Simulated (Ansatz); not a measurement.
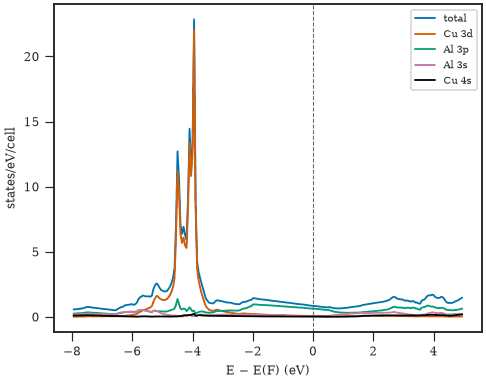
Figure. Total and projected density of states of Al$_{2}$Cu (fluorite or antifluorite type, Fm-3m), PBEsol (plane waves, PAW; program Ansatz)

### Question
Which orbitals carry the states next to the Fermi level?

### Answer
Within 0.5 eV of the Fermi level: Al 3p 74 %, Al 3s 9 %, Cu 3d 6 %, outside the projected shells 9 %. Projections are on Löwdin-orthogonalised atomic valence shells; empty p or d shells of many metals are not among them.

### Question
Where is the tallest occupied peak in this window, and what makes it?

### Answer
Near -3.9 eV, about 23 states/eV per cell; the largest projected share is Cu 3d.

The first step of the workflow began from a Materials Project structure, measured or hypothetical; the Crystallography Open Database copy checked does not list it. It is not the phase usual at ambient conditions (space group No. 140). The cell was relaxed with PBEsol under the symmetry of its start; of distortions, only those at the zone centre were tested. The run is not spin-polarised.

Potentials: the later of the program's two PAW sets.
